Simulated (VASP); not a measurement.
Band structure of InAs (zinc blende). Level of theory: r2SCAN meta-GGA with spin-orbit coupling, VASP's PBE PAW potentials (set 64) (plane waves; VASP 6.6.1).

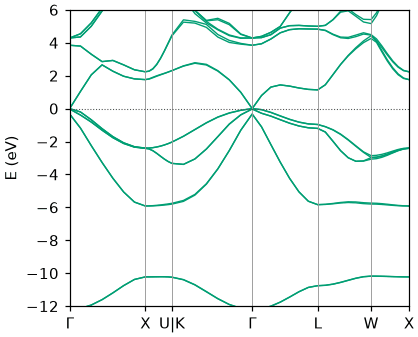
Bands along high-symmetry lines, zero at the valence-band maximum or, without a gap, the Fermi level

### Question
Read the plot: is there a gap, and where are the band edges?

### Answer
It has no gap at this level: it comes out as a metal or semimetal.

The compound is InAs in the zinc blende structure. It was relaxed first.
